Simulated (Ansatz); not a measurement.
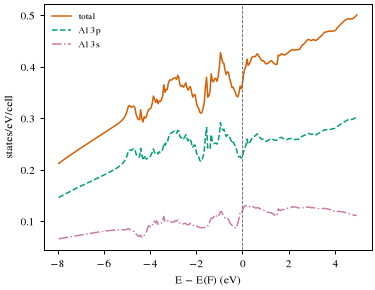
Figure: Total and projected density of states of Al (fcc (Cu type), Fm-3m), the program Ansatz at the PBE+D3(BJ) level (PAW)

Which orbitals carry the states next to the Fermi level?

Within 0.5 eV of the Fermi level: Al 3p 65 %, Al 3s 30 %, outside the projected shells 6 %. Projections are on Löwdin-orthogonalised atomic valence shells; empty p or d shells of many metals are not among them.

Where is the tallest occupied peak in this window, and what makes it?

Near -0.9 eV, about 0.43 states/eV per cell; the largest projected share is Al 3p.

The PBE+D3(BJ) relaxation kept the symmetry of its start. The pairwise dispersion correction was not fitted to metals.

Potentials: the earlier of the program's two PAW sets.
